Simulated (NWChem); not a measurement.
# SiH3I (SMILES [SiH3]I): levels of theory compared

We compute a comparison of 6 runs (HF/STO-3G, HF/def2-SVP, M06-2X/STO-3G, PBE0/def2-SVP, CAM-B3LYP/def2-TZVP, MP2/def2-SVP) of SiH3I. 

The results are computed with NWChem 7.3.0.

## Step 1: Starting point

The species is SiH3I (5 atoms), meant as a singlet with charge 0. SMILES: `[SiH3]I`. The coordinates come from a PBE0-D4/def2-TZVP relaxation.

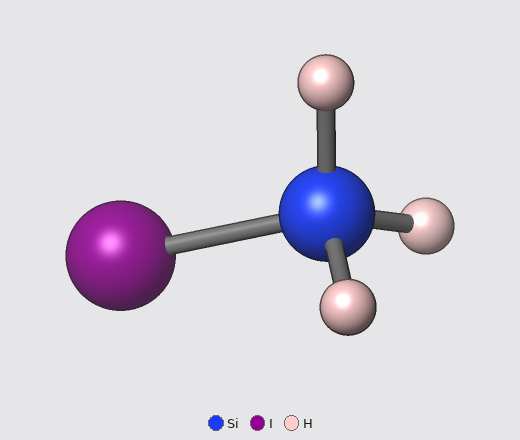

The structure, seen from a chosen angle (silicon blue, iodine purple, hydrogen pink).

## Step 2: Energy and gradient at HF/STO-3G (run 1)

The input, work.nw:

```
start work
memory total 2200 mb
charge 0

geometry units angstroms noautosym nocenter noautoz
 Si      -0.165600       0.069300      -0.077300
 I        1.907700      -0.923300       0.737800
 H       -1.144400       0.089000       1.033900
 H       -0.671300      -0.755700      -1.198400
 H        0.123500       1.447000      -0.537300
end

basis "ao basis" spherical bse
 * library STO-3G
end

scf
 thresh 1e-08
 maxiter 80
end

task scf gradient
```

The run is started by

```sh
$ nwchem work.nw > work.out
```

Output:

```text
[...]
  functions       =    39
[...]
  wavefunction    = RHF
[...]
         Total SCF energy =  -7138.076633158315
      One-electron energy = -10246.600578930955
      Two-electron energy =   2905.813614839295
 Nuclear repulsion energy =    202.710330933345
        Time for solution =      3.3s
[...]
                         RHF ENERGY GRADIENTS
    atom               coordinates                        gradient
                 x          y          z           x          y          z
   1 Si     -0.312939   0.130958  -0.146076    0.021510  -0.010309   0.008454
   2 I       3.605030  -1.744784   1.394240   -0.000177   0.000088  -0.000068
   3 H      -2.162602   0.168186   1.953788   -0.019212  -0.000161   0.023643
   4 H      -1.268573  -1.428066  -2.264648   -0.009351  -0.017778  -0.022909
   5 H       0.233381   2.734434  -1.015350    0.007229   0.028160  -0.009120
[...]
```

It took 5.7 s on 1 thread of Intel Xeon Platinum 8259CL at 2.50GHz (Skylake/Cascade Lake), shared host; peak memory 0.099 GiB.

## Step 3: Energy and forces at HF/def2-SVP (core potential) (run 2)

The input, m1.nw:

```
start m1
memory total 2200 mb

geometry units angstroms noautosym nocenter noautoz
   Si    -0.165600     0.069300    -0.077300
   I      1.907700    -0.923300     0.737800
   H     -1.144400     0.089000     1.033900
   H     -0.671300    -0.755700    -1.198400
   H      0.123500     1.447000    -0.537300
end

basis "ao basis" spherical bse
   * library def2-SVP
end

ecp bse
   I library def2-SVP
end

scf
   thresh 1e-08
   maxiter 80
   noprint "final vectors analysis"
end

task scf gradient
```

The run is started by

```sh
$ nwchem m1.nw > m1.out
```

Output:

```text
[...]
  functions       =    59
[...]
  wavefunction    = RHF
[...]
         Total SCF energy =   -587.270574722107
      One-electron energy =  -1127.265359820039
      Two-electron energy =    436.103509806645
 Nuclear repulsion energy =    103.891275291287
        Time for solution =      8.3s
[...]
                         RHF ENERGY GRADIENTS
    atom               coordinates                        gradient
                 x          y          z           x          y          z
   1 Si     -0.312939   0.130958  -0.146076    0.008056  -0.003864   0.003166
   2 I       3.605030  -1.744784   1.394240   -0.005835   0.002796  -0.002293
   3 H      -2.162602   0.168186   1.953788   -0.001778   0.000050   0.001977
   4 H      -1.268573  -1.428066  -2.264648   -0.000935  -0.001463  -0.002018
   5 H       0.233381   2.734434  -1.015350    0.000491   0.002482  -0.000832
[...]
```

Run time: 12 s. Hardware: 1 thread of Intel Xeon Platinum 8259CL at 2.50GHz (Skylake/Cascade Lake), shared host; peak memory 0.1 GiB.

Runs 3 to 5 aren't shown in full; the table further down has their settings and results.

## Step 4: Energy and gradient at MP2/def2-SVP (core potential) (run 6)

The input, geom.nw:

```
start geom
title "H3ISi mp2"
memory total 2200 mb

geometry noautosym nocenter noautoz
 Si    -0.165600     0.069300    -0.077300
 I      1.907700    -0.923300     0.737800
 H     -1.144400     0.089000     1.033900
 H     -0.671300    -0.755700    -1.198400
 H      0.123500     1.447000    -0.537300
end

basis spherical bse
 * library def2-SVP
end

ecp bse
 I library def2-SVP
end

scf
 thresh 1e-08
 maxiter 80
 noprint "final vectors analysis"
end

mp2
 freeze core 9
 tight
end

task mp2 gradient
```

The run is started by

```sh
$ nwchem geom.nw > geom.out
```

Output:

```text
[...]
  functions       =    59
[...]
  wavefunction    = RHF
[...]
         Total SCF energy =   -587.270574722107
      One-electron energy =  -1127.265359820039
      Two-electron energy =    436.103509806645
 Nuclear repulsion energy =    103.891275291287
        Time for solution =      8.3s
[...]
          Total MP2 energy          -587.493568789988
[...]
                         mp2 ENERGY GRADIENTS
    atom               coordinates                        gradient
                 x          y          z           x          y          z
   1 Si     -0.312939   0.130958  -0.146076    0.003242  -0.001559   0.001274
   2 I       3.605030  -1.744784   1.394240   -0.003044   0.001460  -0.001196
   3 H      -2.162602   0.168186   1.953788   -0.000760  -0.000172   0.001492
   4 H      -1.268573  -1.428066  -2.264648   -0.000197  -0.001185  -0.001182
   5 H       0.233381   2.734434  -1.015350    0.000759   0.001457  -0.000388
[...]
```

Run time: 23 s. Hardware: 1 thread of Intel Xeon Platinum 8259CL at 2.50GHz (Skylake/Cascade Lake), shared host; peak memory 0.15 GiB.

## Step 5: All runs side by side

```
run                                 level  core potential  iteration cap   energy (Eh)  dipole moment (D)  HOMO energy (eV)  LUMO energy (eV)  wall time
  1                             HF/STO-3G               –             80  -7138.076633               2.65             -7.40              8.10      5.7 s
  2          HF/def2-SVP (core potential)        def2-SVP             80   -587.270575               1.58                 –                 –       12 s
  3                         M06-2X/STO-3G               –            100  -7141.054572               2.44             -5.97              4.43       12 s
  4        PBE0/def2-SVP (core potential)        def2-SVP            100   -588.814766               1.29             -7.67             -0.64       21 s
  5  CAM-B3LYP/def2-TZVP (core potential)       def2-TZVP            100   -589.047954               1.22             -8.97              0.21    3.1 min
  6         MP2/def2-SVP (core potential)        def2-SVP             80   -587.493569               1.34                 –                 –       23 s
```

## Step 6: Results

| quantity | value |
| --- | --- |
| run 6: total energy | -587.49357 Eh |
| run 6: dipole moment (of the density that the program reports) | 1.34 D |
| run 6: correlation energy (9 core orbitals frozen) | -223.0 mEh |
| run 6: largest force on an atom | 0.196 eV/Å |

In words: The dipole moment (its size) runs from 1.22 D (CAM-B3LYP/def2-TZVP) to 2.65 D (HF/STO-3G). The two ends differ in method and basis and core potential. Over runs 1, 3, 4, 5 the HOMO–LUMO gap runs from 7.03 eV (PBE0/def2-SVP) to 15.50 eV (HF/STO-3G). Totals of different functionals can't be ranked against each other. Some runs of one species differ in core potentials or relativity; totals across that change don't compare. In runs 1, 3 the basis is minimal, so the values are rough. In runs 1, 3 relativity is left out where basis or elements ask for it. All runs together took 4.4 min, the longest 3.1 min.
